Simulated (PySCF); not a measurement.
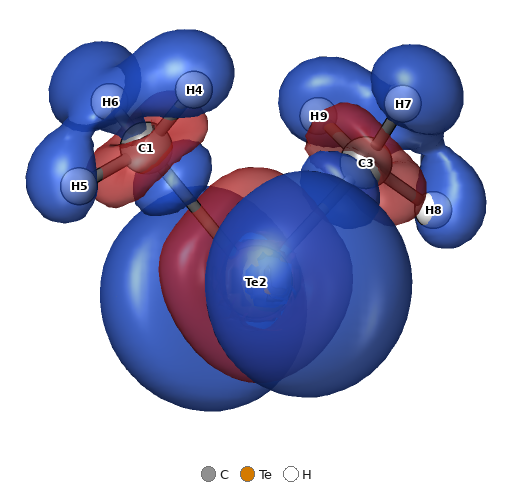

Figure. C₂H₆Te, SMILES `C[Te]C`. Fukui function f⁻ = ρ(N) − ρ(N−1) at fixed geometry, surfaces at ±0.015 e/Å³ (blue positive, red negative).

Computed with PySCF, B3LYP/def2-SVPD, geometry: GFN2-xTB. Core potentials replace the inner electrons of Te; spin–orbit coupling isn't included. No frequency check shows the geometry to be a minimum. GFN2-xTB bond lengths at metals and heavier atoms can be off by up to 0.1 Å and shapes distorted, which carries into these values.

Input script:

```python
import numpy as np
from pyscf import gto, scf, dft
from pyscf.scf import atom_ks, atom_hf
from scipy.linalg import block_diag

def solve(mol, dm0=None, hcore=None):
    mf = (dft.UKS if mol.spin else dft.RKS)(mol, xc='b3lyp')
    mf.grids.level = 3
    mf = mf.density_fit(auxbasis='def2-universal-jkfit')
    mf.conv_tol, mf.max_cycle = 1e-8, 80
    if hcore is not None:
        mf.get_hcore = lambda *args: hcore
    mf.kernel(dm0)
    if not mf.converged:
        mf = mf.newton().run(mf.mo_coeff, mf.mo_occ, max_cycle=30)
    assert mf.converged, 'SCF not converged'
    return mf

mol = gto.M(atom='''
C      1.56078    -1.08910     0.00006
Te     0.00002     0.40518     0.00000
C     -1.56086    -1.08902    -0.00005
H      1.48349    -1.70885     0.88429
H      2.51628    -0.58286    -0.00023
H      1.48342    -1.70897    -0.88417
H     -1.48379    -1.70866     0.88419
H     -2.51632    -0.58272     0.00023
H     -1.48360    -1.70878    -0.88427
''', basis='def2-svpd', ecp={'Te': 'def2-svpd'}, charge=0, spin=0, verbose=4)
mf = solve(mol)
out = dict(e0=mf.e_tot, dm0=mf.make_rdm1(), c=mf.mo_coeff, occ=mf.mo_occ, eps=mf.mo_energy)
for name, dq, spin in [('cation', 1, 1), ('anion', -1, 1)]:
    ion = mol.copy().set(charge=mol.charge + dq, spin=spin).build()
    mi = solve(ion)
    if spin and dq > 0 and mol.nao < 130:
        c, _, stable, _ = mi.stability(return_status=True)
        if not stable:
            mi = solve(ion, mi.make_rdm1(c, mi.mo_occ))
    print(name, 'vertical energy change / eV', (mi.e_tot - mf.e_tot) * 27.211386)
    out.update({'e_' + name: mi.e_tot, 'dm_' + name: mi.make_rdm1(), 's2_' + name: mi.spin_square()[0], 'eps_' + name: mi.mo_energy, 'occ_' + name: mi.mo_occ})
# spherically averaged free atoms, for the promolecule
atom_ks.AtomSphAverageRKS.init_guess_by_vsap = lambda self, mol=None: self.init_guess_by_minao(mol)  # core potentials
atm = atom_ks.get_atm_nrks(mol, xc='b3lyp')
pro = block_diag(*[(atm[a[0]][2] * atm[a[0]][3]) @ atm[a[0]][2].T for a in mol._atom])
np.savez('result.npz', pro=pro, **out)
```

Launched as:

```sh
OMP_NUM_THREADS=1 python input.py
```

The run took 2 min on 1 thread of Intel(R) Xeon(R) 6975P-C (Granite Rapids) (shared host), peak memory 0.62 GiB.

Partitions, critical points and surface values were worked out afterwards from this run's density.

### On which atoms does the density change most on removal of an electron?

f⁻ (Hirshfeld-condensed) is largest on Te2 (0.64); the vertical ionisation energy is 7.87 eV. Condensed values hint at sites of electrophilic attack but needn't mark the atom that reacts. Orbital relaxation makes it negative in places (0.17 e in all).
